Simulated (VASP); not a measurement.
Band structure of CaSe (rock salt). These are revPBE GGA, VASP's PBE PAW potentials (set 64) (plane waves; VASP) values and carry that method's errors.

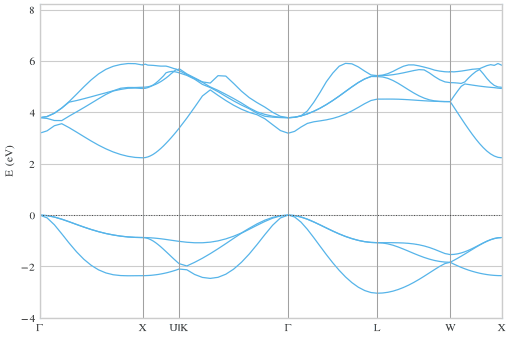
Bands along high-symmetry lines, zero at the valence-band maximum or, without a gap, the Fermi level

Q: Read the plot: is there a gap, and where are the band edges?

A: The gap is indirect, 2.23 eV, from the valence maximum at Γ to the conduction minimum at X. (Edges off the drawn lines would not show.)

Measured: gap 3.85 eV (computed value off by -1.62 eV), as given by Abedi et al., (2022), arXiv:2211.14644.

The compound is CaSe in the rock salt structure. It was relaxed first, which changed the volume by +5 %.
